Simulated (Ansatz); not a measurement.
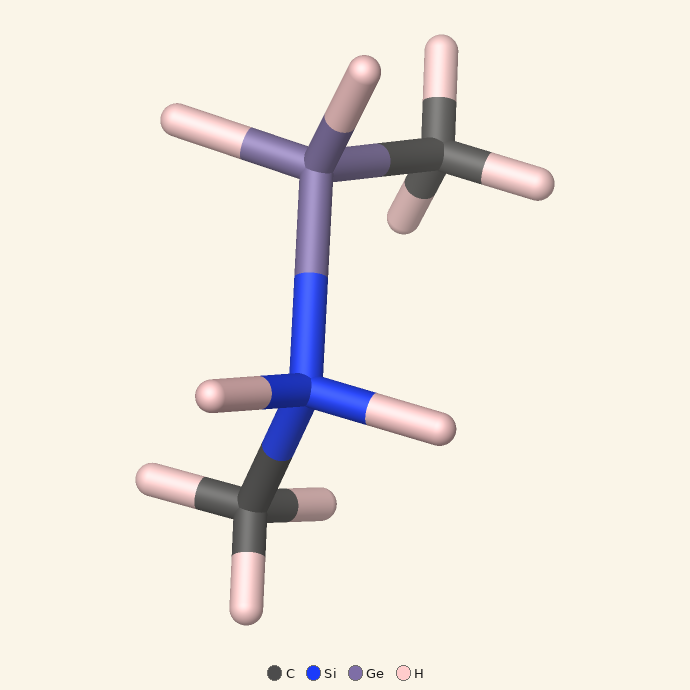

The geometry was computed by an optimisation with PBE0-D4/def2-TZVP. No frequency run is at hand to confirm it as a minimum. Program: Ansatz 0.2.0.

Compare dipole (D), HOMO energy (eV) at these levels: B3LYP-D4/def2-TZVPP; PBE-D4/def2-TZVPP; r2SCAN-D4/def2-TZVPP; ωB97M-V/def2-TZVPP.

```
               level  dipole (D)  HOMO energy (eV)
 B3LYP-D4/def2-TZVPP        1.13             −7.46
   PBE-D4/def2-TZVPP        1.19             −6.56
r2SCAN-D4/def2-TZVPP        1.20             −6.81
  ωB97M-V/def2-TZVPP        1.11             −9.69
```
